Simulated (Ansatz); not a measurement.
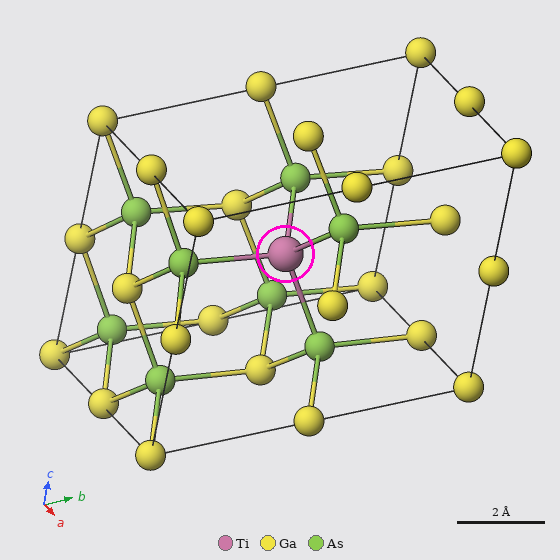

Shown here is a ball-and-stick view of the crystal, taken slightly off an axis. One supercell is framed, with atoms on its boundary repeated. The host is GaAs, in a cell of 16 sites, and the cell carries a charge of +1. A ring marks the defect's site.

> Name the defect and give its surroundings.

Titanium on a gallium site (a substitutional impurity). It is bonded to four As in a tetrahedral arrangement at about 2.4 Å.

Theory: DFT LDA, scalar-relativistic, plane waves, PAW (Ansatz 0.2.0). Numerical settings: 420 eV cutoff, a 3×3×3 mesh of k-points, Gaussian smearing of 0.02 eV, collinear spins.

> Does the defect carry a magnetic moment?

No net moment.

The atoms were relaxed in the host's cell with Ansatz 0.2.0, DFT LDA, scalar-relativistic, plane waves, PAW.
